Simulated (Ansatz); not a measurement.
BP (zinc blende): energy over volume and axial ratio

BP (zinc blende)

```cif
data_B4P4
_chemical_formula_sum 'P4 B4'
_space_group_name_H-M_alt 'F-43m'
_space_group_IT_number 216
_space_group_name_Hall 'F -4 2 3'
_cell_length_a 4.54847
_cell_length_b 4.54847
_cell_length_c 4.54847
_cell_angle_alpha 90.000
_cell_angle_beta 90.000
_cell_angle_gamma 90.000
loop_
_atom_site_label
_atom_site_type_symbol
_atom_site_symmetry_multiplicity
_atom_site_Wyckoff_symbol
_atom_site_fract_x
_atom_site_fract_y
_atom_site_fract_z
_atom_site_occupancy
P1 P 4 c 0.25000 0.25000 0.25000 1
B1 B 4 a 0.00000 0.00000 0.00000 1
```
(The calculation used a cell of 2 atoms; values per cell refer to that cell.)

The relaxed cell is deformed in two ways at once: its volume V is scaled, and at that volume it is stretched along z (the c axis of the conventional cell) so that c/a changes. Fractional atomic positions are held.

Level of theory: PBE (plane waves to 420 eV, PAW, scalar-relativistic; Ansatz, an electronic-structure program). k mesh 12×12×12 (Γ-centred), Fermi-Dirac smearing 0.05 eV. Energies are smeared free energies. Stress and pressure are positive under compression. BP was relaxed with its symmetry unable to fall. The zero of ΔE is the relaxed starting cell.

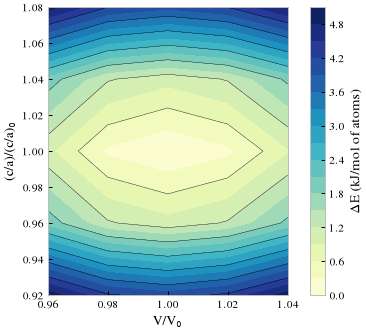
Figure: ΔE (kJ/mol of atoms) over the 5×5 grid of computed points.

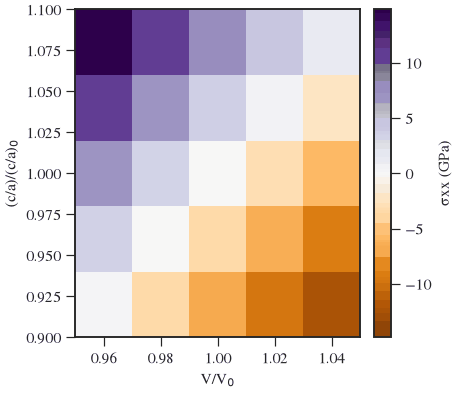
Figure. σxx (GPa) over the 5×5 grid of computed points.

The shear modulus C′ = (C11 − C12)/2 (fit, atoms clamped) is 133 GPa. Lowest place on the grid: V/V₀ = 1.000, (c/a)/(c/a)₀ = 1.000 (0.0 meV/atom). Highest place on the grid: V/V₀ = 0.960, (c/a)/(c/a)₀ = 0.920 (51.5 meV/atom).

Near the relaxed cell σzz − σxx = −2Cδ (compression positive), C being this modulus and δ the logarithm of the ratio.

(A scan under strain: stresses follow from slopes of the energy per volume, elastic moduli from its curvatures.)
